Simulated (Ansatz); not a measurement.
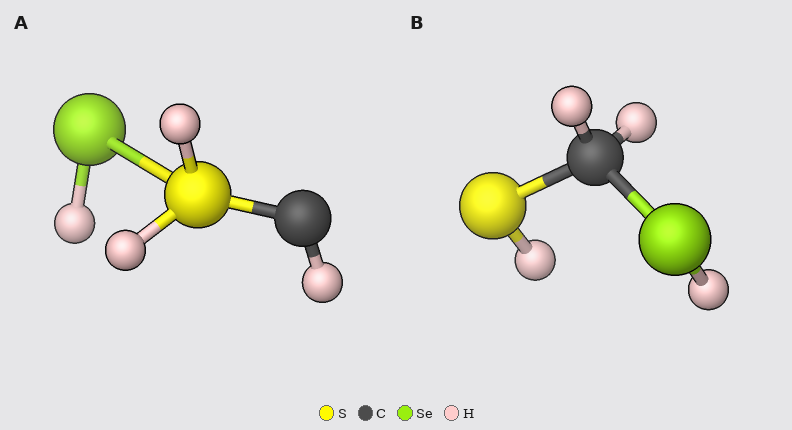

2 stationary structures of one formula. Geometries: PBE0-D4/def2-TZVP. Electronic energies: RHF-CCSD(T) (frozen core)/def2-TZVPP (Ansatz 0.2.0), without zero-point energy. No frequency run is at hand to confirm each as a minimum. Each is one conformer, not always the lowest.

> Which is lowest in energy, and by how much?

B is lowest (C1); A lies 5.238 eV above it (C1).
